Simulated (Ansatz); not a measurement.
The calculation's input:

```
crystal:
  periodic: [false, false, false]
  atoms:
    - {symbol: C, position_ang: [0.570335, 0.669225, -0.473373]}
    - {symbol: Si, position_ang: [2.358998, 0.246623, -0.662717]}
    - {symbol: Si, position_ang: [0.990796, -1.624327, -0.342865]}
    - {symbol: Si, position_ang: [0.101310, -0.063749, 1.156514]}
    - {symbol: H, position_ang: [-0.067450, 1.231087, -1.169010]}
basis:
  gaussian:
    orbitals: def2-TZVPD
total_charge: -1
magnetization:
  spin_polarized: false
hamiltonian:
  xc: {name: PBE0}
output: {forces: true, orbitals: {seedname: orbitals}}
```

Launched as:

```sh
ansatz run input.yaml --threads 1 --pin off --max-ram 2610MiB --events-out events.jsonl --progress --plain --runs-dir runs
```

Geometry: B3LYP-D3(BJ)/def2-SVPD.

Method: isolated molecule in a Gaussian basis; Kohn-Sham density functional theory, functional PBE0 in Ansatz 0.2.0.

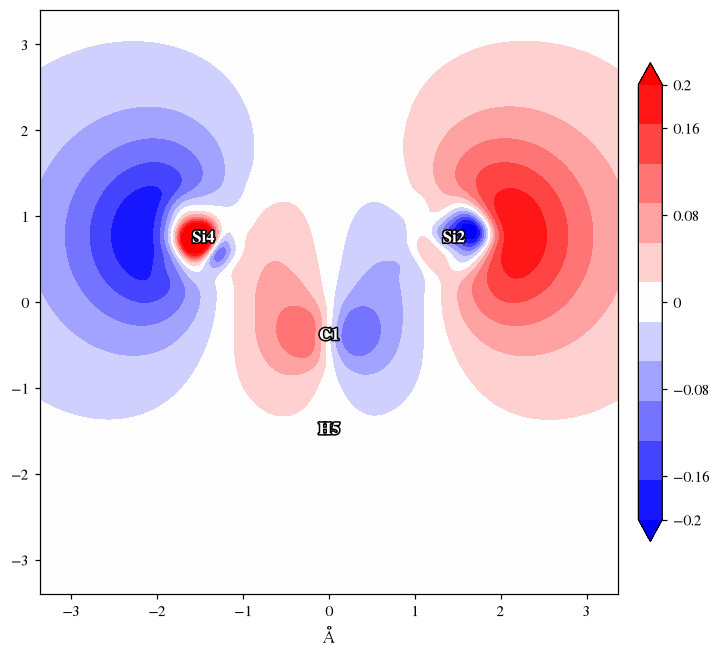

CHSi₃ (charge −1). The HOMO on the plane of atoms Si4, C1 and H5 (values in Å⁻³ᐟ²; the overall sign is arbitrary).

Describe this orbital and give its energy.

Answer. Its weight (Hirshfeld) is mainly on Si2 (about 35 %), Si4 (about 35 %) and Si3 (about 30 %). Its energy is −0.96 eV.
